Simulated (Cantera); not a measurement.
Charge: 1 mol SiC, 0.28 mol O2, 2.6 mol H2, equilibrated at 4.40e-6 bar.

Cantera equilibrium calculation (NASA polynomials, part measured and part estimated; ideal gas, pure solids and liquids). Candidate condensed phases: C, C6H6, C7H8, C8H18, H2O, Si, SiC, SiO2; 123 gas species. Equilibrium is a limit: real reactors are often held back by kinetics, nucleation or transport.

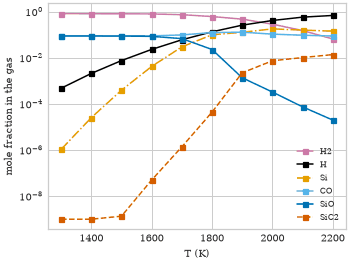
Figure. Equilibrium gas composition (values under 1e-9 drawn at 1e-9)

From 1300 K to 1900 K the condensed part is SiC(s). From 2000 K to 2200 K the condensed part is C(graphite). The main Si-bearing gas is SiO at 1300 K and Si at 2200 K.
